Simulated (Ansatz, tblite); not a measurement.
# The cluster RuO₂+: isomers from a random search

Aim: relax the candidate shapes of the cluster RuO₂+ that a cheap search turned up, and see how the levels of theory order them.

Method: relaxed with PBE0-D4/def2-TZVP, doublet; program: Ansatz 0.2.0, Gaussian basis.

3 further runs of the same task are left out: 3 set aside as unsound or not needed. Runs told in other sessions of the task aren't counted.

**1. Where the work starts**

3 atoms, charge 1, spin multiplicity 2.

Atoms are counted from 1 here; the program's logs count them from 0.

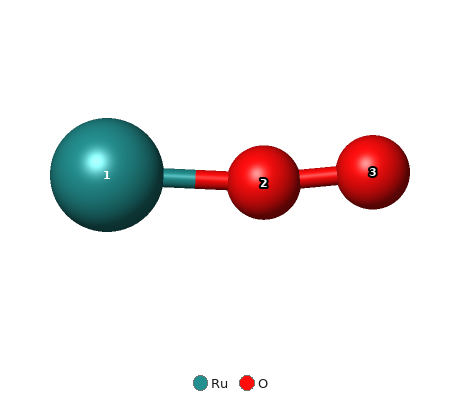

The starting geometry (ruthenium teal, oxygen red); atoms are numbered from 1 in the order of the file.

Ru takes a core potential in the def2 sets. No spin-orbit coupling is included. The ion is computed in the gas phase, without counter-ions or solvent.

A search from random starts with GFN2-xTB found 6 distinct shapes; 2 go on here. The structure above is candidate A, which lies 0.00 eV above the lowest at that level; B lies 1.08 eV above the lowest at that level.

**2. Relaxing candidate A**

in.yaml reads:

```yaml
crystal:
  periodic: [false, false, false]
  atoms:
    - {symbol: Ru, position_ang: [-1.389780, 0.518720, 0.004390]}
    - {symbol: O, position_ang: [0.136640, -0.115620, -0.005780]}
    - {symbol: O, position_ang: [1.253140, -0.403100, 0.001380]}
basis:
  gaussian: {orbitals: def2-TZVP}
total_charge: 1
magnetization: {spin_polarized: true, initial_magnetization: 1}
hamiltonian: {xc: pbe0, dispersion: d4}
scf: {omitted_lower_state_checks: [starts]}
output: {orbitals: {seedname: orbitals}}
relax: {f_tol: 0.02, max_steps: 100}
```

Started as:

```sh
$ ansatz run in.yaml --threads 4 --pin off --events-out ev --progress --plain --max-ram 3916MiB
```

The program printed (excerpt; [...] marks lines left out):

```text
Functional definition: PBE0
  name "PBE0"
  cite "Adamo & Barone, J. Chem. Phys. 110, 6158 (1999) doi:10.1063/1.478522"
  cite "Perdew, Burke & Ernzerhof, Phys. Rev. Lett. 77, 3865 (1996) doi:10.1103/PhysRevLett.77.3865"
  parent pbe
[...]
680 factors; their error is unknown
[...]
mean field -6659.42473110 eV, -244.7293449476 hartree, gradient 1.7e-10 eV, S^2 1.683842; 0 other end points of the search recorded, 0 dependent functions left out
[...]
reference -6659.42476221 eV, -244.7293460911 hartree; 16, 15 occupied and 86, 87 virtual orbitals, 680 factors
relax step   1: F+E_penalty+E_count = -6659.46743895 eV  Δ(F+E_penalty+E_count) = +0.000e0 eV  max|allowed force component| = 6.107e0 eV/Å  Δτ_max = 0.0000 Å  (284 SCF iters, accepted)
[...]
relax step   3: F+E_penalty+E_count = -6660.51569552 eV  Δ(F+E_penalty+E_count) = -4.544e-1 eV  max|allowed force component| = 1.817e0 eV/Å  Δτ_max = 0.1084 Å  (94 SCF iters, accepted)
[...]
relax step   5: F+E_penalty+E_count = -6660.78382000 eV  Δ(F+E_penalty+E_count) = -3.471e-2 eV  max|allowed force component| = 2.098e-1 eV/Å  Δτ_max = 0.0920 Å  (87 SCF iters, accepted)
[...]
relax step   7: F+E_penalty+E_count = -6660.78549585 eV  Δ(F+E_penalty+E_count) = -1.263e-3 eV  max|allowed force component| = 3.141e-1 eV/Å  Δτ_max = 0.0313 Å  (80 SCF iters, accepted)
[...]
relax step   8: F+E_penalty+E_count = -6660.78636228 eV  Δ(F+E_penalty+E_count) = -8.664e-4 eV  max|allowed force component| = 8.010e-2 eV/Å  Δτ_max = 0.0086 Å  (76 SCF iters, accepted)
[...]
relax step   9: F+E_penalty+E_count = -6660.78642522 eV  Δ(F+E_penalty+E_count) = -6.294e-5 eV  max|allowed force component| = 5.015e-3 eV/Å  Δτ_max = 0.0026 Å  (78 SCF iters, accepted)
[...]
680 factors; their error is unknown
mean field -6660.74409666 eV, -244.7778307378 hartree, gradient 3.5e-6 eV, S^2 2.448875; 0 other end points of the search recorded, 0 dependent functions left out
[...]
reference -6660.74412215 eV, -244.7778316744 hartree; 16, 15 occupied and 86, 87 virtual orbitals, 680 factors
Total energy: -6660.78645071 eV, -244.7793872204 hartree
Atom 0 at    -1.452592     0.713546     0.018763 Å, force    -0.000487     0.000307     0.000012 eV/Å
Atom 1 at     0.156329    -0.542812    -0.040567 Å, force     0.005015     0.001273     0.000244 eV/Å
Atom 2 at     1.296263    -0.170734     0.021794 Å, force    -0.004528    -0.001581    -0.000256 eV/Å
Dipole moment:    -0.341015     0.235937     0.010065 e Å
Checks for a lower state left out: starts
```

It took 37 s on 4 threads of Arm Neoverse V1, shared host.

Step by step:

| step | energy from step 1 (eV) | largest force component (eV/Å) |
| --- | --- | --- |
| 1 | 0.0000 | 6.1070 |
| 2 | -0.5939 | 3.3733 |
| 3 | -1.0483 | 1.8170 |
| 4 | -1.2817 | 0.4321 |
| 5 | -1.3164 | 0.2098 |
| 6 | -1.3168 | 0.3078 |
| 7 | -1.3181 | 0.3141 |
| 8 | -1.3189 | 0.0801 |
| 9 | -1.3190 | 0.0050 |

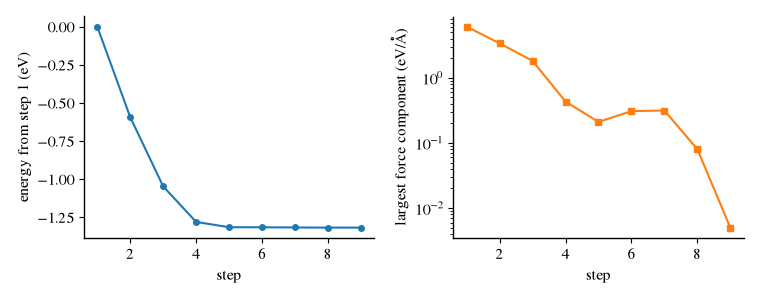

Energy and largest force along the relaxation.

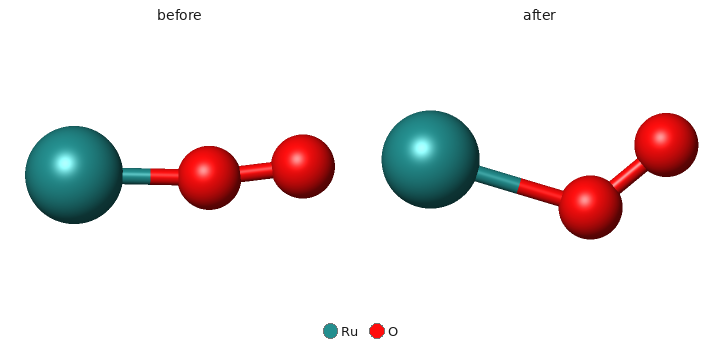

The geometry before (left) and after (right).

Close pairs (by a distance rule), those that changed most:

```csv
bond,before (Å),after (Å),change (Å)
Ru1–O2,1.653,2.042,+0.389
O2–O3,1.153,1.201,+0.048
```

**3. Relaxing candidate B**

in.yaml reads:

```yaml
crystal:
  periodic: [false, false, false]
  atoms:
    - {symbol: Ru, position_ang: [0.250420, -0.326460, 0.367250]}
    - {symbol: O, position_ang: [-1.302730, -0.421710, 0.099240]}
    - {symbol: O, position_ang: [1.052310, 0.748170, -0.466490]}
basis:
  gaussian: {orbitals: def2-TZVP}
total_charge: 1
magnetization: {spin_polarized: true, initial_magnetization: 1}
hamiltonian: {xc: pbe0, dispersion: d4}
scf: {omitted_lower_state_checks: [starts]}
output: {orbitals: {seedname: orbitals}}
relax: {f_tol: 0.02, max_steps: 100}
```

Launched as before.

The program printed (excerpt; [...] marks lines left out):

```text
Functional definition: PBE0
  name "PBE0"
  cite "Adamo & Barone, J. Chem. Phys. 110, 6158 (1999) doi:10.1063/1.478522"
  cite "Perdew, Burke & Ernzerhof, Phys. Rev. Lett. 77, 3865 (1996) doi:10.1103/PhysRevLett.77.3865"
  parent pbe
[...]
680 factors; their error is unknown
[...]
mean field -6661.56324414 eV, -244.8079338526 hartree, gradient 6.7e-6 eV, S^2 1.114905; 0 other end points of the search recorded, 0 dependent functions left out
[...]
reference -6661.56326791 eV, -244.8079347258 hartree; 16, 15 occupied and 86, 87 virtual orbitals, 680 factors
relax step   1: F+E_penalty+E_count = -6661.60080005 eV  Δ(F+E_penalty+E_count) = +0.000e0 eV  max|allowed force component| = 4.145e0 eV/Å  Δτ_max = 0.0000 Å  (96 SCF iters, accepted)
[...]
relax step   5: F+E_penalty+E_count = -6661.98226958 eV  Δ(F+E_penalty+E_count) = -1.923e-2 eV  max|allowed force component| = 3.210e-2 eV/Å  Δτ_max = 0.0318 Å  (285 SCF iters, accepted)
[...]
relax step   6: F+E_penalty+E_count = -6661.98230035 eV  Δ(F+E_penalty+E_count) = -3.077e-5 eV  max|allowed force component| = 1.026e-2 eV/Å  Δτ_max = 0.0008 Å  (60 SCF iters, accepted)
[...]
680 factors; their error is unknown
mean field -6661.94569869 eV, -244.8219887978 hartree, gradient 9.3e-6 eV, S^2 0.758771; 0 other end points of the search recorded, 0 dependent functions left out
[...]
reference -6661.94572246 eV, -244.8219896714 hartree; 16, 15 occupied and 86, 87 virtual orbitals, 680 factors
Total energy: -6661.98232412 eV, -244.8233347576 hartree
Atom 0 at     0.196764    -0.256565     0.288612 Å, force     0.007716    -0.001149     0.002869 eV/Å
Atom 1 at    -1.406459    -0.521604     0.170008 Å, force     0.002541     0.004759    -0.003925 eV/Å
Atom 2 at     1.209695     0.778169    -0.458620 Å, force    -0.010257    -0.003610     0.001056 eV/Å
Dipole moment:     0.273446    -0.356687     0.401217 e Å
Checks for a lower state left out: starts
```

Wall time 28 s (4 threads of Arm Neoverse V1, shared host).

Along the way:

| step | energy from step 1 (eV) | largest force component (eV/Å) |
| --- | --- | --- |
| 1 | 0.0000 | 4.1445 |
| 2 | -0.2896 | 0.8614 |
| 3 | -0.3396 | 0.4322 |
| 4 | -0.3622 | 0.1880 |
| 5 | -0.3815 | 0.0321 |
| 6 | -0.3815 | 0.0103 |

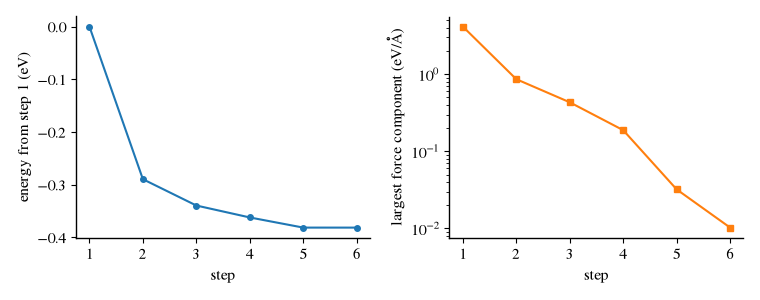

Energy and force, step by step.

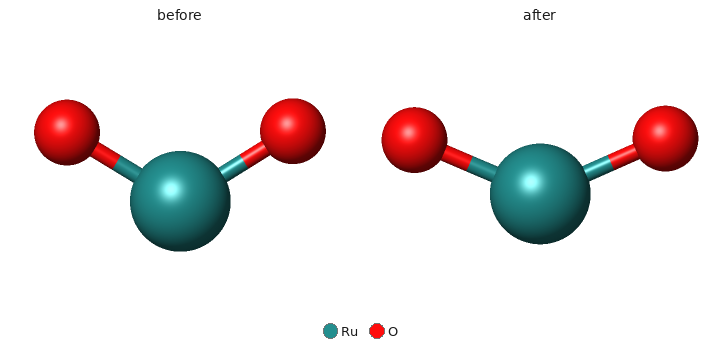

The geometry before (left) and after (right).

Close pairs (by a distance rule), those that changed most:

```csv
bond,before (Å),after (Å),change (Å)
Ru1–O3,1.579,1.629,+0.051
Ru1–O2,1.579,1.629,+0.050
```

**4. The relaxed candidates**

```csv
candidate,point group,"bonds (count, mean Å)",energy above the lowest (kJ/mol)
A,Cs,"O–Ru 1, 2.04; O–O 1, 1.20",115.4
B,C2v,"O–Ru 2, 1.63",0.0
```

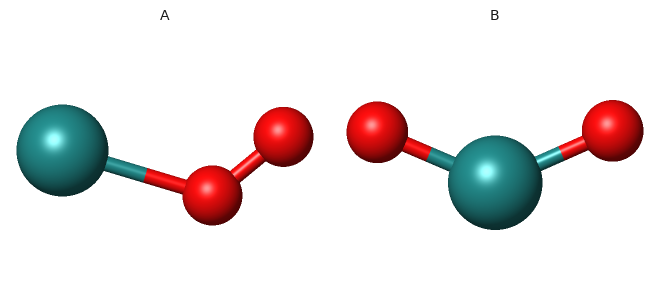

The candidates after relaxation.

**5. Candidate A, GFN1-xTB**

Tight binding, by tblite at 300 K electronic temperature and without a spin-polarisation term:

```python
tblite.interface.Calculator('GFN1-xTB', numbers, positions, charge=1, uhf=1).singlepoint()
```

Energy -324.8498 eV; 0.003 s.

**6. Candidate A, GFN2-xTB**

Tight binding, by tblite at 300 K electronic temperature and without a spin-polarisation term:

```python
tblite.interface.Calculator('GFN2-xTB', numbers, positions, charge=1, uhf=1).singlepoint()
```

Energy -286.2720 eV; 0.003 s.

**7. Candidate A, PBE0-D4/def2-TZVP**

start.molden holds the orbitals of an earlier run on this state, given as this run's starting guess.

in.yaml reads:

```yaml
crystal:
  periodic: [false, false, false]
  atoms:
    - {symbol: Ru, position_ang: [-1.452592, 0.713546, 0.018763]}
    - {symbol: O, position_ang: [0.156329, -0.542812, -0.040567]}
    - {symbol: O, position_ang: [1.296263, -0.170734, 0.021794]}
basis:
  gaussian: {orbitals: def2-TZVP, initial_orbitals: start.molden}
total_charge: 1
magnetization: {spin_polarized: true, initial_magnetization: 1}
hamiltonian: {xc: pbe0, dispersion: d4}
scf: {omitted_lower_state_checks: [starts]}
output: {orbitals: {seedname: orbitals}}
```

Launched as before.

The program printed (excerpt; [...] marks lines left out):

```text
Functional definition: PBE0
  name "PBE0"
  cite "Adamo & Barone, J. Chem. Phys. 110, 6158 (1999) doi:10.1063/1.478522"
  cite "Perdew, Burke & Ernzerhof, Phys. Rev. Lett. 77, 3865 (1996) doi:10.1103/PhysRevLett.77.3865"
  parent pbe
[...]
680 factors; their error is unknown
[...]
mean field -6660.74409419 eV, -244.7778306471 hartree, gradient 4.8e-6 eV, S^2 2.448875; 0 other end points of the search recorded, 0 dependent functions left out
reference -6660.74411968 eV, -244.7778315836 hartree; 16, 15 occupied and 86, 87 virtual orbitals, 680 factors
Total energy: -6660.78644824 eV, -244.7793871295 hartree
Checks for a lower state left out: starts
```

It took 4.4 s on 4 threads of Arm Neoverse V1, shared host.

HOMO -12.79 eV, LUMO -9.60 eV (over both spins); ⟨S²⟩ 2.449 (pure: 0.75). Doubts: spin contamination.

**8. Candidate A, PBE-D4/def2-TZVP**

in.yaml, as its differences from that of step 7:

```diff
@@ -10,4 +10,4 @@
 magnetization: {spin_polarized: true, initial_magnetization: 1}
-hamiltonian: {xc: pbe0, dispersion: d4}
+hamiltonian: {xc: pbe, dispersion: d4}
 scf: {omitted_lower_state_checks: [starts]}
-output: {orbitals: {seedname: orbitals}}
+output: {forces: true, orbitals: {seedname: orbitals}}
```

Launched as before.

The program printed (excerpt; [...] marks lines left out):

```text
Functional definition: PBE
  name "PBE"
  cite "Perdew, Burke & Ernzerhof, Phys. Rev. Lett. 77, 3865 (1996) doi:10.1103/PhysRevLett.77.3865"
  parent pbe
[...]
656 factors; their error is unknown
[...]
mean field -6661.98406039 eV, -244.8233985645 hartree, gradient 2.3e-6 eV, S^2 1.882901; 1 other end points of the search recorded, 0 dependent functions left out
[...]
reference -6661.98409713 eV, -244.8233999145 hartree; 16, 15 occupied and 86, 87 virtual orbitals, 656 factors
Total energy: -6662.03493655 eV, -244.8252682286 hartree
Atom 0 at    -1.452592     0.713546     0.018763 Å, force     1.179646    -0.900184    -0.041766 eV/Å
Atom 1 at     0.156329    -0.542812    -0.040567 Å, force    -2.866684     0.319937    -0.052972 eV/Å
Atom 2 at     1.296263    -0.170734     0.021794 Å, force     1.687038     0.580247     0.094738 eV/Å
Dipole moment:    -0.356369     0.230702     0.011251 e Å
Checks for a lower state left out: starts
```

It took 9 s on 4 threads of Arm Neoverse V1, shared host.

Report: HOMO -11.46 eV, LUMO -10.99 eV (over both spins); ⟨S²⟩ 1.883 (pure: 0.75). Doubts: spin contamination.

**9. Candidate A, r2SCAN-D4/def2-TZVP**

in.yaml, as its differences from that of step 8:

```diff
@@ -10,4 +10,4 @@
 magnetization: {spin_polarized: true, initial_magnetization: 1}
-hamiltonian: {xc: pbe, dispersion: d4}
+hamiltonian: {xc: r2scan, dispersion: d4}
 scf: {omitted_lower_state_checks: [starts]}
-output: {forces: true, orbitals: {seedname: orbitals}}
+output: {orbitals: {seedname: orbitals}}
```

Same command.

The program printed (excerpt; [...] marks lines left out):

```text
Functional definition: r2SCAN
  name "r2SCAN"
  cite "Furness, Kaplan, Ning, Perdew & Sun, J. Phys. Chem. Lett. 11, 8208 (2020) doi:10.1021/acs.jpclett.0c02405"
  cite "Furness, Kaplan, Ning, Perdew & Sun, J. Phys. Chem. Lett. 11, 9248 (2020) doi:10.1021/acs.jpclett.0c03077"
  parent r2scan
[...]
656 factors; their error is unknown
[...]
mean field -6664.38912632 eV, -244.9117831072 hartree, gradient 9.4e-6 eV, S^2 2.295606; 0 other end points of the search recorded, 0 dependent functions left out
reference -6664.38913705 eV, -244.9117835014 hartree; 16, 15 occupied and 86, 87 virtual orbitals, 656 factors
Total energy: -6664.39965497 eV, -244.9121700278 hartree
Checks for a lower state left out: starts
```

Run time: 5.5 s. Hardware: 4 threads of Arm Neoverse V1, shared host.

HOMO -11.48 eV, LUMO -10.61 eV (over both spins); ⟨S²⟩ 2.296 (pure: 0.75). Doubts: spin contamination.

**10. Candidate A, HF/def2-TZVP**

in.yaml, as its differences from that of step 9:

```diff
@@ -10,3 +10,3 @@
 magnetization: {spin_polarized: true, initial_magnetization: 1}
-hamiltonian: {xc: r2scan, dispersion: d4}
+hamiltonian: {xc: hf}
 scf: {omitted_lower_state_checks: [starts]}
```

The command is unchanged.

The program printed:

```text
Functional definition: HF
  name "HF"
  cite "Fock, Z. Phys. 61, 126 (1930) doi:10.1007/BF01340294"
  parent pbe
  exchange = exact_x
  correlation = 0
these checks for a lower state are left out or cut short: starts
841 factors; their error is unknown
mean field evaluation 1: about -6626.5309 eV, gradient 1.6e1 eV
mean field evaluation 2: about -6627.6159 eV, gradient 1.1e0 eV
mean field evaluation 4: about -6627.7859 eV, gradient 4.1e-1 eV
mean field evaluation 8: about -6627.7869 eV, gradient 1.8e-5 eV
mean field -6627.78689290 eV, -243.5666758386 hartree, gradient 7.6e-6 eV, S^2 2.731639; 0 other end points of the search recorded, 0 dependent functions left out
reference -6627.78689290 eV, -243.5666758386 hartree; 16, 15 occupied and 86, 87 virtual orbitals, 841 factors
Total energy: -6627.78689290 eV, -243.5666758386 hartree
Checks for a lower state left out: starts
```

Run time: 1.4 s. Hardware: 4 threads of Arm Neoverse V1, shared host.

HOMO -15.96 eV, LUMO -5.22 eV (over both spins); ⟨S²⟩ 2.732 (pure: 0.75). Doubts: spin contamination.

**11. Candidate A, HSE06-D4/def2-TZVP**

in.yaml, as its differences from that of step 10:

```diff
@@ -10,3 +10,3 @@
 magnetization: {spin_polarized: true, initial_magnetization: 1}
-hamiltonian: {xc: hf}
+hamiltonian: {xc: hse06, dispersion: d4}
 scf: {omitted_lower_state_checks: [starts]}
```

Launched as before.

The program printed (excerpt; [...] marks lines left out):

```text
Functional definition: HSE06
  name "HSE06"
  cite "Heyd, Scuseria & Ernzerhof, J. Chem. Phys. 118, 8207 (2003) doi:10.1063/1.1564060"
  cite "Krukau, Vydrov, Izmaylov & Scuseria, J. Chem. Phys. 125, 224106 (2006) doi:10.1063/1.2404663"
  cite "Heyd & Scuseria, J. Chem. Phys. 120, 7274 (2004) doi:10.1063/1.1668634"
  cite "Ernzerhof & Perdew, J. Chem. Phys. 109, 3313 (1998) doi:10.1063/1.476928"
  cite "Perdew, Burke & Ernzerhof, Phys. Rev. Lett. 77, 3865 (1996) doi:10.1103/PhysRevLett.77.3865"
  parent pbe
[...]
  # The whole range is PBE's own exchange, as in plane waves. The composition of these papers is wPBEh.
[...]
680 factors; their error is unknown
55 factors; integrals over basis functions are off by at most 2.5e-5 eV
[...]
mean field -6660.56009424 eV, -244.7710687737 hartree, gradient 6.2e-6 eV, S^2 2.442369; 0 other end points of the search recorded, 0 dependent functions left out
reference -6660.56012804 eV, -244.7710700158 hartree; 16, 15 occupied and 86, 87 virtual orbitals, 680 factors
Total energy: -6660.59980595 eV, -244.7725281520 hartree
Checks for a lower state left out: starts
```

It took 3.2 s on 4 threads of Arm Neoverse V1, shared host.

Report: HOMO -12.39 eV, LUMO -9.99 eV (over both spins); ⟨S²⟩ 2.442 (pure: 0.75). Doubts: spin contamination.

**12. Candidate A, CCSD(T)/def2-TZVPP**

in.yaml reads:

```yaml
crystal:
  periodic: [false, false, false]
  atoms:
    - {symbol: Ru, position_ang: [-1.452592, 0.713546, 0.018763]}
    - {symbol: O, position_ang: [0.156329, -0.542812, -0.040567]}
    - {symbol: O, position_ang: [1.296263, -0.170734, 0.021794]}
basis:
  gaussian: {orbitals: def2-TZVPP, initial_orbitals: start.molden}
total_charge: 1
magnetization: {spin_polarized: true, initial_magnetization: 1}
correlation: {method: ccsd_t}
scf: {omitted_lower_state_checks: [starts, cluster_reference]}
output: {orbitals: {seedname: orbitals}}
```

Launched as before.

The program printed (excerpt; [...] marks lines left out):

```text
Functional definition: HF
  name "HF"
  cite "Fock, Z. Phys. 61, 126 (1930) doi:10.1007/BF01340294"
  parent pbe
[...]
811 factors; integrals over basis functions are off by at most 1.0e-3 eV
[...]
mean field -6627.86646840 eV, -243.5696001845 hartree, gradient 2.7e-6 eV, S^2 2.732418; 0 other end points of the search recorded, 0 dependent functions left out
2 core orbitals not correlated: weight in the atoms' cores, before any rotation towards them, 1.000 or more for the frozen orbitals, at most 0.000 for the correlated occupied ones
reference -6627.86646840 eV, -243.5696001845 hartree; 14, 13 occupied and 102, 103 virtual orbitals, 811 factors
second order -24.15511748 eV of doubles, -0.00000000 eV of singles
cycle   1  -23.53599928 eV  change    6.2e-1 eV  update   1.1e-1
[...]
cycle  25  -24.30859510 eV  change   -5.8e-6 eV  update   2.5e-5
perturbative correction -0.89900081 eV, -0.0330376703 hartree
WARN: the results are in doubt because among natural orbitals full CI differs from the method by -0.109 eV
Total energy: -6653.07406431 eV, -244.4959622478 hartree
In doubt: among natural orbitals full CI differs from the method by -0.109 eV
Checks for a lower state left out: starts, cluster_reference
```

Run time: 21 s. Hardware: 4 threads of Arm Neoverse V1, shared host; peak memory 1 GiB.

From the report: Hartree-Fock HOMO -16.01 eV, LUMO -5.21 eV (over both spins); ⟨S²⟩ 2.732 (pure: 0.75); T1 0.026. Doubts: state flagged by the program, spin contamination.

**13. A against B**

The energies of B at these levels come from its own runs, whose logs aren't repeated here.

```
               level  A above B (kJ/mol)     time
            GFN1-xTB              +163.8  0.005 s
            GFN2-xTB               -69.5  0.005 s
       HF/def2-TZVP†              -298.0    3.1 s
      HF/def2-TZVPP†              -281.6         
   PBE-D4/def2-TZVP†              +253.3     15 s
r2SCAN-D4/def2-TZVP†              +209.2     35 s
  PBE0-D4/def2-TZVP†              +115.4     16 s
 HSE06-D4/def2-TZVP†              +118.1    6.5 s
     MP2/def2-TZVPP†               -51.9         
    CCSD/def2-TZVPP†               +80.0         
 CCSD(T)/def2-TZVPP†              +183.2     41 s
```

Times add the two runs; a level without a time comes out of a correlated run. † marks a level with a doubtful state (flagged, unstable, out of aufbau order, or strongly spin-contaminated); such levels are left out of the summary. CCSD(T)/def2-TZVPP is no safe reference here (large T1 diagnostic, spin contamination, state flagged by the program).

**14. What came out**

```
 quantity                   value
A above B  no level free of doubt
```

In words: Every level beyond tight binding has a doubtful state for A or B, so their order isn't settled. A random search of this size may have missed the true lowest shape. Only doublets are compared; another spin may lie lower and prefer another shape.
